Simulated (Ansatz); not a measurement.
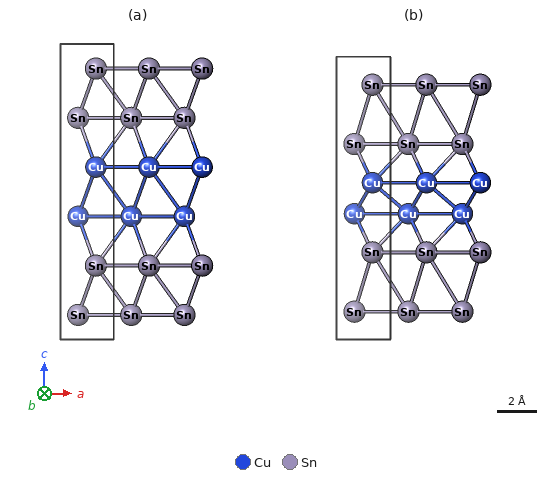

The structure of a crystal of CuSn2 (a generated structure, set up in P-3m1) (coarse preliminary run) before (left) and after (right) a relaxation, at one scale.

The picture is a ball-and-stick view of the cell of the calculation, repeated 3 × 1 × 1 with one cell outlined, seen along the b axis.

Method: DFT PBE, scalar-relativistic, plane waves, PAW in Ansatz. Set-up: plane-wave cutoff 420 eV; k-point mesh 6 × 6 × 1; occupations gaussian; smearing width 0.1 eV; no spin polarisation; cell and atoms relaxed; force threshold 0.04 eV/Å; at most 70 steps.

Describe what moved and what it gained.

The largest moves relative to the cell, 0.86 Å, are those of Sn atoms. Largest moves by element: Sn 0.86 Å, Cu 0.42 Å. The drawn cell changes as follows: a = b 3.208 → 3.259 Å (+1.6 %), c 15.461 → 14.787 Å (−4.4 %); the volume changes by −1.3 %. Near-neighbour distances that change, for instance: Cu–Cu 3.174 → 2.484 Å, Sn–Sn 3.174 → 3.629 Å, Cu–Sn 3.174 → 2.763 Å, Sn–Sn 3.174 → 3.470 Å. The space group stays P-3m1 (No. 164). After 7 accepted moves (8 points after the start) the energy has fallen by 326 meV per atom. Largest force component: 1.9 eV/Å at the start, 0.014 eV/Å at the end. The pressure goes from 1.99 to 0.10 GPa. The SCF was repeated once at an unchanged geometry on a basis and grid sized afresh for the cell, which shifted the energy by 0.1 meV per atom at most. The run took 18 s on 1 thread of Intel(R) Xeon(R) 6975P-C (Granite Rapids), on a shared host, peak memory 0.47 GiB.
